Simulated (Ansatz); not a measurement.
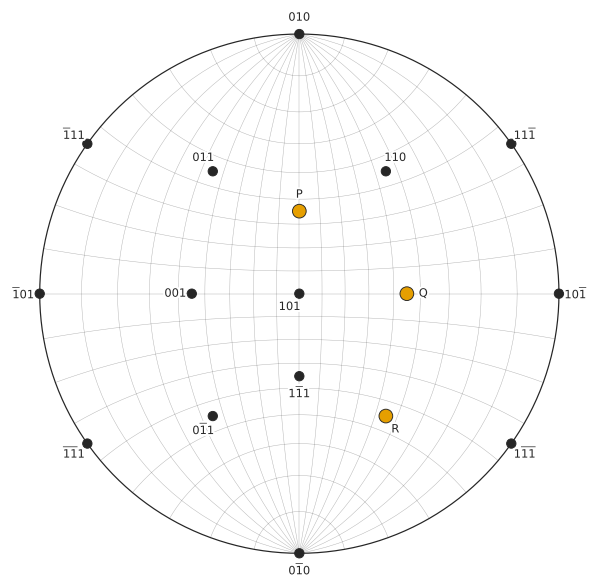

Crystal: Zn3SeO6, the geometry relaxed with DFT PBE, scalar-relativistic, plane waves, PAW (Ansatz); the starting structure was generated, so it need not be a known form of this composition. Stereographic projection of plane normals (upper hemisphere) centred on (1 0 1). All values are computed from the atomic coordinates in the standard setting (tolerance 0.002 Å).

a = 7.564 Å, b = 7.564 Å, c = 7.564 Å, α = 90.00°, β = 90.00°, γ = 90.00°.

Index the poles marked P, Q, R.

P is (1 1 1), 35.3° from the centre; Q is (1 0 0), 45.0° from the centre; R is (1 −1 0), 60.0° from the centre.

What is the angle between the normals of (0 −1 1) and (−1 −1 1), and what are their d_hkl = 1/|g|?

35.3°; d = 5.349 Å and 4.367 Å.
